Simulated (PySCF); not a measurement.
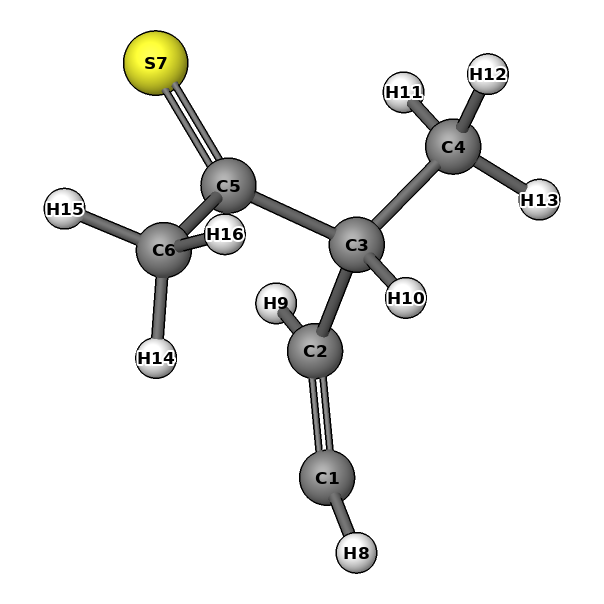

The questions are on Mulliken spin populations. State: neutral, doublet. The geometry was computed by an optimisation with GFN2-xTB. No frequency run is at hand to confirm it as a minimum. Method: UKS B3LYP, pcH-1 on C H S, non-relativistic (PySCF 2.14.0).

Which atom carries the largest spin population?

C1 (1.01 e).

Which atom has the lowest spin population?

C2 (−0.17 e); a negative value comes from spin polarisation.

List the Mulliken spin populations.

```csv
atom,value (e)
C1,1.01
C2,−0.17
C3,0.09
C4,0.00
C5,−0.01
C6,0.00
S7,0.04
H8,0.00
H9,0.05
H10,0.00
H11,0.00
H12,0.00
H13,0.00
H14,0.00
H15,0.00
H16,0.00
```

Mulliken values depend strongly on the basis set.
